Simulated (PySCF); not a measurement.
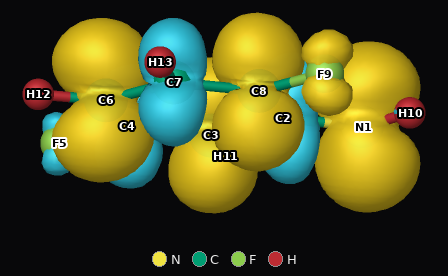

The picture shows: C6H4F2N (SMILES [NH]c1cc(F)ccc1F) (doublet). Isosurfaces of the spin density at +0.02 (yellow) and −0.02 e/Å³ (cyan), seen from one side.

Geometry: GFN2-xTB.

The calculation used UKS B3LYP, pcH-1 on C F H N, non-relativistic, mean-field spin-orbit, GIAO (PySCF 2.14.0, density-fitted response routines).

```xyz
13

N     2.4318   -0.4295   -0.2321
C     1.1593   -0.1990   -0.1136
C     0.6420    1.0685   -0.5321
C    -0.6932    1.3353   -0.4177
F    -1.1629    2.5318   -0.8153
C    -1.6092    0.4153    0.0990
C    -1.1512   -0.8286    0.5177
C     0.1840   -1.1236    0.4151
F     0.6290   -2.3255    0.8195
H     2.7172   -1.3527    0.0879
H     1.3332    1.7905   -0.9334
H    -2.6518    0.6795    0.1658
H    -1.8324   -1.5614    0.9215
```

> Describe the spin distribution.

The unpaired spin (1 electron) lies mostly on N1 (about 0.5), C6 (about 0.2), C8 (about 0.2) and C3 (about 0.2), in electrons by Hirshfeld's partition.
